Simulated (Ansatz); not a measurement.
**HF/STO-3G run of [CSO3F3]− (SMILES [O-]S(=O)(=O)C(F)(F)F)**

Aim: the vertical ionisation energy of [CSO3F3]− at HF/STO-3G, from 2 runs. 

The calculation is run with Ansatz 0.2.0.

2 further runs of the same task are left out: 2 set aside as unsound or not needed.

## Step 1: The system as given

The species is [CSO3F3]− (8 atoms), meant as a singlet with charge -1. As SMILES, `[O-]S(=O)(=O)C(F)(F)F`. The coordinates come from a PBE0-D4/def2-TZVPD relaxation.

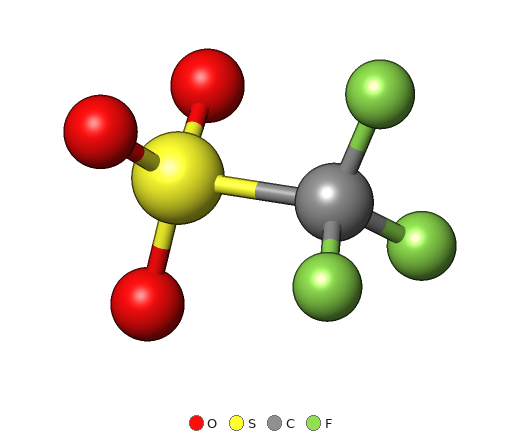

The structure, seen from a chosen angle (oxygen red, sulfur yellow, carbon grey, fluorine green).

## Step 2: A single-point energy at HF/STO-3G

Input file job.yaml:

```yaml
crystal:
  periodic: [false, false, false]
  atoms:
    - symbol: O
      position_ang: [-0.452120, -1.793850, 0.534600]
    - symbol: S
      position_ang: [0.514500, -0.855220, 0.007850]
    - symbol: O
      position_ang: [1.622110, -0.542800, 0.884460]
    - symbol: O
      position_ang: [0.853150, -1.026290, -1.388190]
    - symbol: C
      position_ang: [-0.440870, 0.732840, -0.006730]
    - symbol: F
      position_ang: [-0.854330, 1.079580, 1.221330]
    - symbol: F
      position_ang: [0.292430, 1.753940, -0.474640]
    - symbol: F
      position_ang: [-1.534870, 0.651830, -0.778680]
basis:
  gaussian:
    orbitals: STO-3G
total_charge: -1
hamiltonian:
  xc: hf
accuracy: high
output:
  orbitals: {seedname: orbitals}
```

Command:

```bash
$ ansatz run job.yaml --threads 1 --pin off --max-ram 3480MiB --events-out events.jsonl --progress --plain --runs-dir runs
```

What it wrote:

```text
Warning: RAYON_NUM_THREADS=1 ignored (pool sized by the plan → 1); use --threads N
Functional definition: HF
  name "HF"
  exchange = exact_x
  correlation = 0
1015 factors; integrals over basis functions are off by at most 4.9e-8 eV
mean field evaluation 1: about -25716.8882 eV, gradient 6.6e1 eV
mean field evaluation 2: about -25717.2127 eV, gradient 6.6e1 eV
mean field evaluation 4: about -25732.3143 eV, gradient 3.9e0 eV
mean field evaluation 8: about -25732.4150 eV, gradient 4.5e-4 eV
mean field -25732.41503026 eV, -945.6488103046 hartree, gradient 1.7e-8 eV, S^2 0.000000; 0 other end points of the search recorded, 0 dependent functions left out
reference -25732.41503026 eV, -945.6488103046 hartree; 37, 37 occupied and 7, 7 virtual orbitals, 1015 factors
Total energy: -25732.41503026 eV, -945.6488103046 hartree
```

Run time: 0.62 s. Hardware: 1 thread of Arm Neoverse V2, shared host; peak memory 0.11 GiB.

## Step 3: Doublet neutral CSO3F3 at the same level

Input file in.yaml:

```yaml
crystal:
  periodic: [false, false, false]
  atoms:
    - {symbol: O, position_ang: [-0.452120, -1.793850, 0.534600]}
    - {symbol: S, position_ang: [0.514500, -0.855220, 0.007850]}
    - {symbol: O, position_ang: [1.622110, -0.542800, 0.884460]}
    - {symbol: O, position_ang: [0.853150, -1.026290, -1.388190]}
    - {symbol: C, position_ang: [-0.440870, 0.732840, -0.006730]}
    - {symbol: F, position_ang: [-0.854330, 1.079580, 1.221330]}
    - {symbol: F, position_ang: [0.292430, 1.753940, -0.474640]}
    - {symbol: F, position_ang: [-1.534870, 0.651830, -0.778680]}
basis:
  gaussian:
    orbitals: STO-3G
magnetization:
  spin_polarized: true
  initial_magnetization: 1
hamiltonian:
  xc: hf
accuracy: high
output: {orbitals: {seedname: orbitals}}
```

Command:

```bash
$ ansatz run in.yaml --threads 1 --pin off --max-ram 3480MiB --events-out events.jsonl --progress --plain --runs-dir runs
```

What it wrote, cut to the lines that bear on the results:

```text
Warning: RAYON_NUM_THREADS=1 ignored (pool sized by the plan → 1); use --threads N
[... 2 set-up lines as earlier in the session ...]
[...]
1012 factors; integrals over basis functions are off by at most 4.9e-8 eV
[...]
mean field -25733.75303227 eV, -945.6979809717 hartree, gradient 1.7e-8 eV, S^2 0.758168; 10 other end points of the search recorded, 0 dependent functions left out
reference -25733.75303227 eV, -945.6979809717 hartree; 37, 36 occupied and 7, 8 virtual orbitals, 1012 factors
Total energy: -25733.75303227 eV, -945.6979809717 hartree
```

Run time: 19 s. Hardware: 1 thread of Arm Neoverse V2, shared host; peak memory 0.17 GiB.

## Step 4: Outcome

Level: HF/STO-3G.

| quantity | value |
| --- | --- |
| singlet [CSO3F3]−: total energy | -945.64881 Eh |
| singlet [CSO3F3]−: HOMO energy | -0.93 eV |
| singlet [CSO3F3]−: LUMO energy | 16.07 eV |
| singlet [CSO3F3]−: HOMO–LUMO gap (to an unbound level, set by the basis) | 17.00 eV |
| doublet neutral CSO3F3: total energy | -945.69798 Eh |
| doublet neutral CSO3F3: HOMO energy (highest over α and β) | -8.32 eV |
| doublet neutral CSO3F3: LUMO energy (lowest over α and β) | 4.11 eV |
| doublet neutral CSO3F3: ⟨S²⟩ | 0.758 |
| vertical detachment energy (to the doublet neutral) | -1.338 eV |

**Reading.** The species is unbound against losing an electron at this level, by 1.34 eV (−129 kJ/mol); missing correlation or diffuse functions can give that sign where the real anion is bound. In a minimal basis such a difference can be off by several eV, whatever the method.
